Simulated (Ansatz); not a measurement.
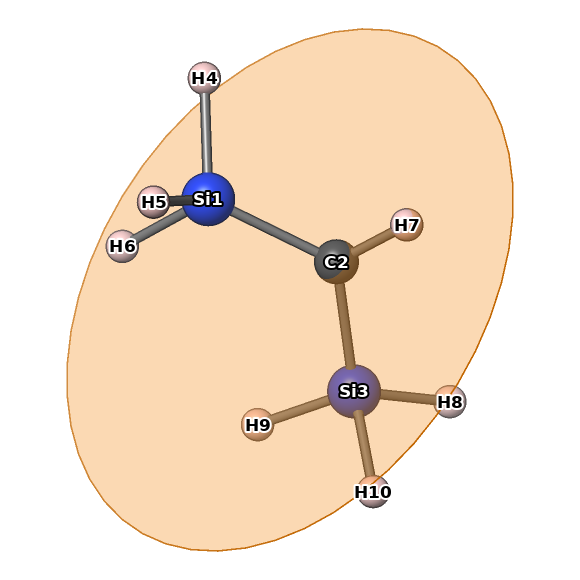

A disc through the centre of mass is drawn in. Depth is shown by fading: the farther an atom, the more it takes the colour of the background. Charge −1, singlet. The geometry was computed by an optimisation with PBE-D4/def2-SVPD. No frequency run is at hand to confirm it as a minimum.

**Is the plane of the disc a mirror plane of the structure?**

No. The point group is Cs, with 1 mirror plane, and this plane isn't one of its mirror planes.
